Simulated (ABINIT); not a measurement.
# Quasiparticle gap of BN (Qingsongite) in ABINIT

How does a plane-wave GW calculation on BN (Qingsongite) run from the first input to the gap?

Main program and level: ABINIT 10.8.3; LDA and many-body steps on it, plane waves.

### Step 1. The structure

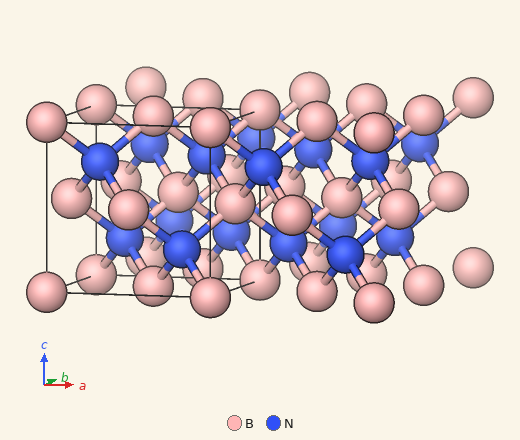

The starting structure, seen slightly off an axis (boron pink, nitrogen blue). 2×2×1 cells are drawn. This picture shows the conventional cell, with its axes. Bonds to atoms that aren't drawn are left out. Some periodic images of atoms are drawn too.

The cell and positions come from the Crystallography Open Database and are kept as given unless a step says otherwise.

### Step 2. Ground state

This step: ABINIT 10.8.3; DFT, LDA, plane waves, norm-conserving pseudopotentials.

The ground-state density comes first.

Input file run.abi:

```
acell 3*1.0 Angstrom
rprim 
  -0.000000000000 1.807500000000 1.807500000000
  1.807500000000 0.000000000000 1.807500000000
  1.807500000000 1.807500000000 -0.000000000000
ntypat 2
znucl 5 7
natom 2
typat 1 2
xred 
  0.000000000000 0.000000000000 0.000000000000
  0.250000000000 0.250000000000 0.250000000000
pp_dirpath "pseudos"
pseudos "B.upf, N.upf"
ecut 36
ngkpt 10 10 10
nshiftk 1
shiftk 0 0 0
kptopt 1
chksymbreak 0
nband 9
occopt 1
tolvrs 1e-10
nstep 60
prtwf 0
optforces 0
optstress 0
indata_prefix "in"
outdata_prefix "out"
tmpdata_prefix "tmp"
```

Started as:

```bash
> OMP_NUM_THREADS=1 mpirun -n 8 abinit run.abi > log
```

Numbers of over 12 decimals in the logs are rounded to 6 here.

Log:

```text
.Version 10.8.3 of ABINIT. v10.8.2 released Aug 2026.

 Symmetries : space group F-4 3 m (#216); Bravais cF (face-center cubic)
================================================================================
 Values of the parameters that define the memory need of the present run
     intxc =       0    ionmov =       0      iscf =       7    lmnmax =       4
     lnmax =       4     mgfft =      30  mpssoang =       2    mqgrid =    3001
     natom =       2  nloc_mem =       1    nspden =       1   nspinor =       1
    nsppol =       1      nsym =      24    n1xccc =    2501    ntypat =       2
    occopt =       1   xclevel =       1
-    mband =           9        mffmem =           1         mkmem =           6
       mpw =         845          nfft =       27000          nkpt =          47
================================================================================
  Rough estimation (10% accuracy) of disk space for files :
================================================================================

--------------------------------------------------------------------------------
------------- Echo of variables that govern the present computation ------------
--------------------------------------------------------------------------------
 -outvars: echo values of preprocessed input variables --------
            acell      1.8897261259E+00  1.8897261259E+00  1.8897261259E+00 Bohr

      chksymbreak           0
             ecut      3.60000000E+01 Hartree
-          fftalg         312

              ixc       -1012
              kpt      0.00000000E+00  0.00000000E+00  0.00000000E+00
                       1.00000000E-01  0.00000000E+00  0.00000000E+00
                       2.00000000E-01  0.00000000E+00  0.00000000E+00
                       3.00000000E-01  0.00000000E+00  0.00000000E+00
                       4.00000000E-01  0.00000000E+00  0.00000000E+00
                       5.00000000E-01  0.00000000E+00  0.00000000E+00
                       1.00000000E-01  1.00000000E-01  0.00000000E+00
                       2.00000000E-01  1.00000000E-01  0.00000000E+00
                       3.00000000E-01  1.00000000E-01  0.00000000E+00
   [... 36 further rows ...]
                      -3.00000000E-01  4.00000000E-01  2.00000000E-01
                      -3.00000000E-01  5.00000000E-01  2.00000000E-01
         kptrlatt       10    0    0      0   10    0      0    0   10
          kptrlen      4.83050094E+01
P           mkmem           6
            natom           2
            nband           9
            ngfft          30      30      30
             nkpt          47
            nstep          60
             nsym          24
           ntypat           2
              occ      2.000000  2.000000  2.000000  2.000000  0.000000  0.000000
[...]
optforces           0
        optstress           0
            prtwf           0
            rprim     -0.0000000000E+00  1.8075000000E+00  1.8075000000E+00
[...]
spgroup         216

           tolvrs      1.00000000E-10

             xred      0.0000000000E+00  0.0000000000E+00  0.0000000000E+00
[...]
znucl        5.00000    7.00000

================================================================================

 chkinp: Checking input parameters for consistency.

================================================================================
== DATASET  1 ==================================================================
-   mpi_nproc: 8, omp_nthreads: 1 (-1 if OMP is not activated)

--- !DatasetInfo
iteration_state: {dtset: 1, }
dimensions: {natom: 2, nkpt: 47, mband: 9, nsppol: 1, nspinor: 1, nspden: 1, mpw: 845, }
cutoff_energies: {ecut:  36.0, pawecutdg:  -1.0, }
electrons: {nelect:   8.00000000E+00, charge:   0.00000000E+00, occopt:   1.00000000E+00, tsmear:   1.00000000E-02, }

 Real(R)+Recip(G) space primitive vectors, cartesian coordinates (Bohr,Bohr^-1):
 R(1)=  0.0000000  3.4156800  3.4156800  G(1)= -0.1463837  0.1463837  0.1463837
 R(2)=  3.4156800  0.0000000  3.4156800  G(2)=  0.1463837 -0.1463837  0.1463837
 R(3)=  3.4156800  3.4156800  0.0000000  G(3)=  0.1463837  0.1463837 -0.1463837
 Unit cell volume ucvol=  7.9700586E+01 bohr^3
 Angles (23,13,12)=  6.00000000E+01  6.00000000E+01  6.00000000E+01 degrees

 getcut: wavevector=  0.0000  0.0000  0.0000  ngfft=  30  30  30
         ecut(hartree)=     36.000   => boxcut(ratio)=   2.30194

 getcut : COMMENT -
  Note that boxcut > 2.2 ; recall that boxcut=Gcut(box)/Gcut(sphere) = 2
  is sufficient for exact treatment of convolution.
  Such a large boxcut is a waste : you could raise ecut
  e.g. ecut=   47.690509 Hartrees makes boxcut=2

--- Pseudopotential description ------------------------------------------------
- B Generated using ONCVPSP code by D. R. Hamann
-  5.00000   3.00000  180309                  znucl, zion, pspdat
12 -1012 1 -1 1498                            pspcod,pspxc,lmax,lloc,mmax
     nproj     2     2
  pspatm : epsatm=    3.19369156
         --- l  ekb(1:nproj) -->
[...]
pspatm: atomic psp has been read  and splines computed

- N Generated using ONCVPSP code by D. R. Hamann
-  7.00000   5.00000  180309                  znucl, zion, pspdat
12 -1012 1 -1 1058                            pspcod,pspxc,lmax,lloc,mmax
     nproj     2     2
  pspatm : epsatm=    5.30777321
         --- l  ekb(1:nproj) -->
[...]
1   -4.361519   -1.032581
 pspatm: atomic psp has been read  and splines computed

   6.80117181E+01                                ecore*ucvol(ha*bohr**3)
--------------------------------------------------------------------------------

_setup2: Arith. and geom. avg. npw (full set) are     822.053     822.026

================================================================================

--- !BeginCycle
iteration_state: {dtset: 1, }
solver: {iscf: 7, nstep: 60, nline: 4, wfoptalg: 0, }
tolerances: {tolvrs: 1.00E-10, }

     iter   Etot(hartree)      deltaE(h)  residm     vres2
 ETOT  1  -13.373554539444    -1.337E+01 1.869E-01 1.738E+02
 ETOT  2  -13.391633272754    -1.808E-02 9.444E-03 1.256E+02
 ETOT  3  -13.425109141040    -3.348E-02 4.998E-03 7.355E-01
 ETOT  4  -13.425279588231    -1.704E-04 5.349E-03 1.834E-03
 ETOT  5  -13.425279820482    -2.323E-07 8.607E-04 3.082E-05
 ETOT  6  -13.425279826115    -5.633E-09 7.308E-04 1.019E-06
 ETOT  7  -13.425279826320    -2.047E-10 5.727E-04 1.030E-09
 ETOT  8  -13.425279826320    -1.297E-13 6.420E-04 5.655E-12

 At SCF step    8       vres2   =  5.66E-12 < tolvrs=  1.00E-10 =>converged.

--- !ResultsGS
iteration_state: {dtset: 1, }
comment   : Summary of ground state results
lattice_vectors:
- [ -0.0000000,   3.4156800,   3.4156800, ]
- [  3.4156800,   0.0000000,   3.4156800, ]
- [  3.4156800,   3.4156800,  -0.0000000, ]
lattice_lengths: [   4.83050,    4.83050,    4.83050, ]
lattice_angles: [ 60.000,  60.000,  60.000, ] # degrees, (23, 13, 12)
lattice_volume:   7.9700586E+01
convergence: {deltae: -1.297E-13, res2:  5.655E-12, residm:  6.420E-04, diffor:  0.000E+00, }
etotal    :  -1.34252798E+01
entropy   :   0.00000000E+00
fermie    :   2.94210603E-01
cartesian_stress_tensor: null
pressure_GPa: null
xred      :
- [  0.0000E+00,   0.0000E+00,   0.0000E+00,  B]
- [  2.5000E-01,   2.5000E-01,   2.5000E-01,  N]
cartesian_forces: null
force_length_stats: {min: null, max: null, mean: null, }

 Integrated electronic density in atomic spheres:
 ------------------------------------------------
 Atom  Sphere_radius  Integrated_density
    1        2.00000          3.31747834
    2        2.00000          5.72805975
================================================================================

 ----iterations are completed or convergence reached----

 Mean square residual over all n,k,spin=   26.307E-07; max=  64.199E-05
 reduced coordinates (array xred) for    2 atoms
       0.000000000000      0.000000000000      0.000000000000
       0.250000000000      0.250000000000      0.250000000000
 rms dE/dt=  0.0000E+00; max dE/dt=  0.0000E+00; dE/dt below (all hartree)
    1       0.000000000000      0.000000000000      0.000000000000
    2       0.000000000000      0.000000000000      0.000000000000

 cartesian coordinates (angstrom) at end:
    1      0.000000     0.000000     0.000000
    2      0.903750     0.903750     0.903750
 length scales=  1.889726125908  1.889726125908  1.889726125908 bohr
              =  1.000000000000  1.000000000000  1.000000000000 angstroms
 prteigrs : about to open file out_EIG
 Fermi (or HOMO) energy (hartree) =   0.29421   Average Vxc (hartree)=  -0.48548
 Eigenvalues (hartree) for nkpt=  47  k points:
 kpt#   1, nband=  9, wtk=  0.00100, kpt=  0.0000  0.0000  0.0000 (reduced coord)
  -0.44300    0.29421    0.29421    0.29421    0.61568    0.61568    0.61568    0.67793
   1.19366
 prteigrs : prtvol=0 or 1, do not print more k-points.

--- !EnergyTerms
iteration_state     : {dtset: 1, }
comment             : Components of total free energy in Hartree
kinetic             :  9.44478844231262E+00
hartree             :  1.77271654246147E+00
xc                  : -4.35042966599805E+00
Ewald energy        : -1.31703929426445E+01
psp_core            :  8.53340249781675E-01
local_psp           : -6.80784439827319E+00
non_local_psp       : -1.16745805396034E+00
total_energy        : -1.34252798263203E+01
total_energy_eV     : -3.65320474814379E+02
band_energy         :  5.51228754875589E-02

== END DATASET(S) ==============================================================
================================================================================

 -outvars: echo values of variables after computation  --------
           etotal     -1.3425279826E+01
            nband           9
             nkpt          47
          spgroup         216
 [... the other variables as echoed above ...]

 Calculation completed.
```

Elapsed: 4.8 s, on 8 MPI ranks of Arm Neoverse N1, shared host; peak memory 0.46 GiB; 37 s of CPU time.

Numbers from this step:

```
total energy               : -365.3205 eV
gap                        : 4.420 eV
k of the valence top       : 0, 0, 0
k of the conduction bottom : 0.5, 0.5, 0
least direct gap           : 8.748 eV
```

The gap is indirect, with the least direct gap 4.33 eV higher.

### Step 3. Bands along the symmetry lines

Levels along a band path, at the cheap level, show where the edges lie and whether the meshes to come will hold them.

Input file run.abi:

```
acell 3*1.0 Angstrom
rprim 
  -0.000000000000 1.807500000000 1.807500000000
  1.807500000000 0.000000000000 1.807500000000
  1.807500000000 1.807500000000 -0.000000000000
ntypat 2
znucl 5 7
natom 2
typat 1 2
xred 
  0.000000000000 0.000000000000 0.000000000000
  0.250000000000 0.250000000000 0.250000000000
pp_dirpath "pseudos"
pseudos "B.upf, N.upf"
ecut 36
iscf -2
irdden 1
kptopt 0
nkpt 50
kpt 
  0.00000000 0.00000000 0.00000000
  -0.06250000 -0.06250000 0.00000000
  -0.12500000 -0.12500000 0.00000000
  -0.18750000 -0.18750000 0.00000000
  -0.25000000 -0.25000000 0.00000000
  -0.31250000 -0.31250000 0.00000000
  -0.37500000 -0.37500000 0.00000000
  -0.43750000 -0.43750000 0.00000000
  -0.50000000 -0.50000000 0.00000000
  -0.48437500 -0.48437500 0.03125000
  -0.46875000 -0.46875000 0.06250000
  -0.45312500 -0.45312500 0.09375000
  -0.43750000 -0.43750000 0.12500000
  -0.42187500 -0.42187500 0.15625000
  -0.40625000 -0.40625000 0.18750000
  -0.39062500 -0.39062500 0.21875000
  -0.37500000 -0.37500000 0.25000000
  -0.37500000 0.00000000 0.37500000
  -0.32812500 0.00000000 0.32812500
  -0.28125000 0.00000000 0.28125000
  -0.23437500 0.00000000 0.23437500
  -0.18750000 0.00000000 0.18750000
  -0.14062500 0.00000000 0.14062500
  -0.09375000 0.00000000 0.09375000
  -0.04687500 0.00000000 0.04687500
  0.00000000 0.00000000 0.00000000
  0.00000000 0.00000000 0.06250000
  0.00000000 0.00000000 0.12500000
  0.00000000 0.00000000 0.18750000
  0.00000000 0.00000000 0.25000000
  0.00000000 0.00000000 0.31250000
  0.00000000 0.00000000 0.37500000
  0.00000000 0.00000000 0.43750000
  -0.00000000 -0.00000000 0.50000000
  -0.06250000 -0.03125000 0.46875000
  -0.12500000 -0.06250000 0.43750000
  -0.18750000 -0.09375000 0.40625000
  -0.25000000 -0.12500000 0.37500000
  -0.31250000 -0.15625000 0.34375000
  -0.37500000 -0.18750000 0.31250000
  -0.43750000 -0.21875000 0.28125000
  -0.50000000 -0.25000000 0.25000000
  -0.50000000 -0.28125000 0.21875000
  -0.50000000 -0.31250000 0.18750000
  -0.50000000 -0.34375000 0.15625000
  -0.50000000 -0.37500000 0.12500000
  -0.50000000 -0.40625000 0.09375000
  -0.50000000 -0.43750000 0.06250000
  -0.50000000 -0.46875000 0.03125000
  -0.50000000 -0.50000000 0.00000000
istwfk *1
nband 14
nbdbuf 5
tolwfr 1e-07
nstep 50
prtwf 0
prtvol 0
indata_prefix "in"
outdata_prefix "out"
tmpdata_prefix "tmp"
```

Log:

```text
.Version 10.8.3 of ABINIT. v10.8.2 released Aug 2026.

 Symmetries : space group F-4 3 m (#216); Bravais cF (face-center cubic)
[... echo of the input left out ...]
== DATASET  1 ==================================================================
-   mpi_nproc: 8, omp_nthreads: 1 (-1 if OMP is not activated)

--- !DatasetInfo
iteration_state: {dtset: 1, }
dimensions: {natom: 2, nkpt: 50, mband: 14, nsppol: 1, nspinor: 1, nspden: 1, mpw: 869, }
cutoff_energies: {ecut:  36.0, pawecutdg:  -1.0, }
electrons: {nelect:   8.00000000E+00, charge:   0.00000000E+00, occopt:   1.00000000E+00, tsmear:   1.00000000E-02, }

 Real(R)+Recip(G) space primitive vectors, cartesian coordinates (Bohr,Bohr^-1):
 R(1)=  0.0000000  3.4156800  3.4156800  G(1)= -0.1463837  0.1463837  0.1463837
 R(2)=  3.4156800  0.0000000  3.4156800  G(2)=  0.1463837 -0.1463837  0.1463837
 R(3)=  3.4156800  3.4156800  0.0000000  G(3)=  0.1463837  0.1463837 -0.1463837
 Unit cell volume ucvol=  7.9700586E+01 bohr^3
 Angles (23,13,12)=  6.00000000E+01  6.00000000E+01  6.00000000E+01 degrees

 getcut: wavevector=  0.0000  0.0000  0.0000  ngfft=  30  30  30
         ecut(hartree)=     36.000   => boxcut(ratio)=   2.30194

 getcut : COMMENT -
  Note that boxcut > 2.2 ; recall that boxcut=Gcut(box)/Gcut(sphere) = 2
  is sufficient for exact treatment of convolution.
  Such a large boxcut is a waste : you could raise ecut
  e.g. ecut=   47.690509 Hartrees makes boxcut=2

--- Pseudopotential description ------------------------------------------------
- B Generated using ONCVPSP code by D. R. Hamann
-  5.00000   3.00000  180309                  znucl, zion, pspdat
12 -1012 1 -1 1498                            pspcod,pspxc,lmax,lloc,mmax
     nproj     2     2
  pspatm : epsatm=    3.19369156
         --- l  ekb(1:nproj) -->
             0    8.437831    1.245441
             1   -3.670611   -0.766497
 pspatm: atomic psp has been read  and splines computed

- N Generated using ONCVPSP code by D. R. Hamann
-  7.00000   5.00000  180309                  znucl, zion, pspdat
12 -1012 1 -1 1058                            pspcod,pspxc,lmax,lloc,mmax
     nproj     2     2
  pspatm : epsatm=    5.30777321
         --- l  ekb(1:nproj) -->
             0    7.408032    0.617798
[...]
pspatm: atomic psp has been read  and splines computed

--------------------------------------------------------------------------------

================================================================================
 prteigrs : about to open file out_EIG
 Non-SCF case, kpt    1 (  0.00000  0.00000  0.00000), residuals and eigenvalues=
  3.11E-08  6.98E-08  5.27E-08  2.12E-08  3.06E-08  2.41E-08  1.69E-08  3.38E-08
  5.84E-08  2.32E-07  6.33E-07  7.64E-08  1.07E-07  7.59E-07
 -4.4300E-01  2.9421E-01  2.9421E-01  2.9421E-01  6.1568E-01  6.1568E-01
  6.1568E-01  6.7793E-01  1.1937E+00  1.3294E+00  1.3294E+00  1.3316E+00
[...]
1.91E-08  4.95E-08  8.03E-09  5.31E-08  1.61E-08  2.42E-08  4.23E-08  5.18E-08
[...]
1.3440E+00  1.4450E+00
 Non-SCF case, kpt    3 ( -0.12500 -0.12500  0.00000), residuals and eigenvalues=
  1.74E-08  1.85E-08  1.69E-08  1.12E-08  2.20E-08  3.92E-08  6.56E-08  4.36E-09
[...]
1.3807E+00  1.5056E+00
[...]
Non-SCF case, kpt   49 ( -0.50000 -0.46875  0.03125), residuals and eigenvalues=
[...]
1.7465E+00  1.7720E+00
 Non-SCF case, kpt   50 ( -0.50000 -0.50000  0.00000), residuals and eigenvalues=
[...]
1.7391E+00  1.7582E+00

--- !ResultsGS
iteration_state: {dtset: 1, }
comment   : Summary of ground state results
lattice_vectors:
- [ -0.0000000,   3.4156800,   3.4156800, ]
- [  3.4156800,   0.0000000,   3.4156800, ]
- [  3.4156800,   3.4156800,  -0.0000000, ]
lattice_lengths: [   4.83050,    4.83050,    4.83050, ]
lattice_angles: [ 60.000,  60.000,  60.000, ] # degrees, (23, 13, 12)
lattice_volume:   7.9700586E+01
convergence: {deltae:  0.000E+00, res2:  0.000E+00, residm:  9.996E-08, diffor:  0.000E+00, }
etotal    :  -1.34252798E+01
entropy   :   0.00000000E+00
fermie    :   2.94210603E-01
cartesian_stress_tensor: null
pressure_GPa: null
xred      :
- [  0.0000E+00,   0.0000E+00,   0.0000E+00,  B]
- [  2.5000E-01,   2.5000E-01,   2.5000E-01,  N]
cartesian_forces: null
force_length_stats: {min: null, max: null, mean: null, }

 Integrated electronic density in atomic spheres:
 ------------------------------------------------
 Atom  Sphere_radius  Integrated_density
[...]
================================================================================

 ----iterations are completed or convergence reached----

 Mean square residual over all n,k,spin=   37.621E-09; max=  99.956E-09
 reduced coordinates (array xred) for    2 atoms
       0.000000000000      0.000000000000      0.000000000000
       0.250000000000      0.250000000000      0.250000000000

 cartesian coordinates (angstrom) at end:
    1      0.000000     0.000000     0.000000
    2      0.903750     0.903750     0.903750
 length scales=  1.889726125908  1.889726125908  1.889726125908 bohr
              =  1.000000000000  1.000000000000  1.000000000000 angstroms
 prteigrs : about to open file out_EIG
 Eigenvalues (hartree) for nkpt=  50  k points:
 kpt#   1, nband= 14, wtk=  1.00000, kpt=  0.0000  0.0000  0.0000 (reduced coord)
[...]
kpt#   2, nband= 14, wtk=  1.00000, kpt= -0.0625 -0.0625  0.0000 (reduced coord)
[...]
kpt#   3, nband= 14, wtk=  1.00000, kpt= -0.1250 -0.1250  0.0000 (reduced coord)
[...]
kpt#  49, nband= 14, wtk=  1.00000, kpt= -0.5000 -0.4687  0.0313 (reduced coord)
  -0.23425   -0.03122    0.11029    0.11091    0.46209    0.63842    0.94057    0.94370
   1.04447    1.28171    1.51924    1.52875    1.74653    1.77198
 kpt#  50, nband= 14, wtk=  1.00000, kpt= -0.5000 -0.5000  0.0000 (reduced coord)
  -0.23467   -0.03220    0.11301    0.11301    0.45664    0.63432    0.94437    0.94437
   1.04666    1.28481    1.53025    1.53025    1.73909    1.75823

== END DATASET(S) ==============================================================
================================================================================

 -outvars: echo values of variables after computation  --------
            nband          14
             nkpt          50
          spgroup         216
 [... the other variables as echoed above ...]

 Calculation completed.
```

Wall time 4.1 s (8 MPI ranks); peak memory 0.43 GiB.

This step gave:

```yaml
gap: 4.420 eV
k_of_the_valence_top: 0, 0, 0
k_of_the_conduction_bottom: -0.5, -0.5, 0
least_direct_gap: 8.748 eV
```

The gap is 4.420 eV, as in the run before at this level.

Electronic bands along the path, in eV, zero at the top of the highest filled band; v1 is the highest filled band, c1 the lowest empty one:

```tsv
point	v4	v3	v2	v1	c1	c2	c3	c4
Γ	-20.06	0.00	0.00	0.00	8.75	8.75	8.75	10.44
X	-14.39	-8.88	-4.93	-4.93	4.42	9.25	17.69	17.69
U	-14.29	-8.07	-7.73	-4.10	6.87	12.84	15.66	16.53
jump to K	-14.29	-8.07	-7.73	-4.10	6.87	12.84	15.66	16.53
Γ	-20.06	0.00	0.00	0.00	8.75	8.75	8.75	10.44
L	-15.77	-10.71	-1.95	-1.95	10.27	10.64	10.64	15.01
W	-14.06	-7.51	-7.02	-6.56	9.48	13.27	14.36	14.68
X	-14.39	-8.88	-4.93	-4.93	4.42	9.25	17.69	17.69
```

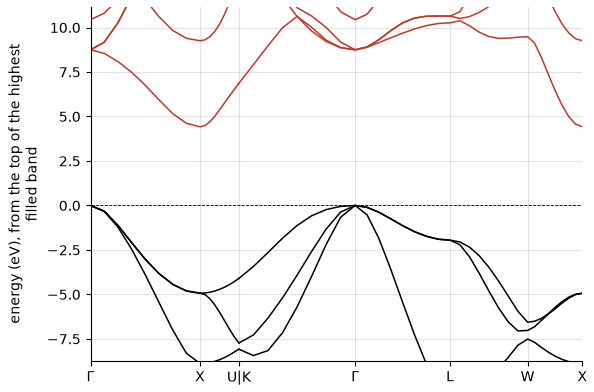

Electronic bands along the path; lines of filled and empty bands in two colours.

(Part 1 of 2 ends here.)

[Paths, hosts, dates, memory and timing lines, banners, echoed tables and standing remarks are left out of the program output.]

[Logs are printed without paths, hosts, clocks, repeated set-up lines and the standing remarks that a program may print on its own settings, such as how far it seeks lower states.]

[Runs of the session that timed out or met a known fault of the program may be left out.]

[Hosts, paths, dates, database ids (printed as entryN), source tags and the programs' standing remarks are cut or masked in the printed files.]

[G0W0 gaps are taken among the corrected bands and points alone; a level outside them can change the order at an edge.]

[Where Ansatz stands beside ABINIT at settings called matched, ABINIT's density can come from a denser mesh and the files from another edition; pairs whose starting gaps differed by over 0.03 eV were left out, so agreement reads better than it is.]
